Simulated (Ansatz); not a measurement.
Input

```
crystal:
  periodic: [false, false, false]
  atoms:
    - {symbol: C, position_ang: [-1.686720, -1.270103, -1.801831]}
    - {symbol: C, position_ang: [0.931605, 0.508872, -2.097444]}
    - {symbol: Si, position_ang: [0.037393, -1.096548, -2.582190]}
    - {symbol: Si, position_ang: [0.677513, 1.139707, -0.323182]}
    - {symbol: Si, position_ang: [-1.603684, 1.733113, -0.095786]}
    - {symbol: Si, position_ang: [-2.721749, 0.313754, -1.626736]}
    - {symbol: H, position_ang: [-2.251692, -2.011962, -2.393487]}
    - {symbol: H, position_ang: [-1.571775, -1.706569, -0.793323]}
    - {symbol: H, position_ang: [0.875285, -2.261602, -2.162690]}
    - {symbol: H, position_ang: [-0.099377, -1.141296, -4.070375]}
    - {symbol: H, position_ang: [0.608804, 1.310624, -2.785752]}
    - {symbol: H, position_ang: [2.010571, 0.363232, -2.282365]}
    - {symbol: H, position_ang: [1.590723, 2.287095, -0.031218]}
    - {symbol: H, position_ang: [0.993381, 0.050977, 0.654245]}
    - {symbol: H, position_ang: [-2.080895, 1.508949, 1.303958]}
    - {symbol: H, position_ang: [-1.828354, 3.172510, -0.434880]}
    - {symbol: H, position_ang: [-2.816773, 1.008345, -2.949203]}
    - {symbol: H, position_ang: [-4.113565, -0.007366, -1.184650]}
basis:
  gaussian:
    orbitals: def2-SVPD
hamiltonian:
  xc: pbe0
output:
  forces: true
  orbitals: {seedname: orbitals}
```

Run with:

```sh
ansatz run input.yaml --threads 4 --pin off --max-ram 7830MiB --events-out events.jsonl --progress --plain --runs-dir runs
```

Geometry: B3LYP/def2-SVP.

The calculation used isolated molecule in a Gaussian basis; Kohn-Sham density functional theory, functional PBE0 (Ansatz 0.2.0).

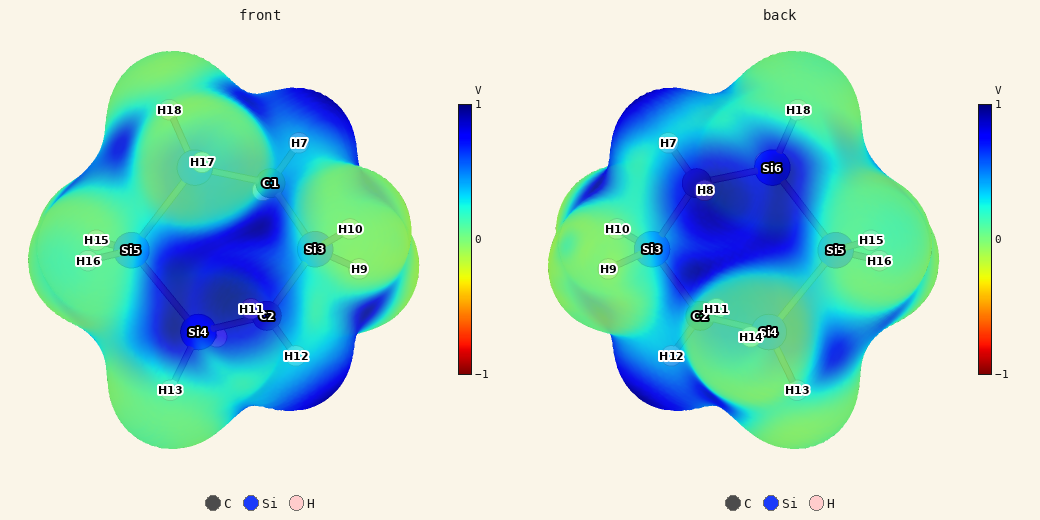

C2H12Si4 (SMILES C1[SiH2]C[SiH2][SiH2][SiH2]1). The molecular electrostatic potential painted on the density surface at 0.002 e/bohr³, seen from the front and from behind; red is negative and blue positive.

> Where is the surface potential most negative and most positive?

The most negative region (about −0.1 V) lies over H9, H10 and H17, the most positive (about +0.9 V) over the H and Si atoms.
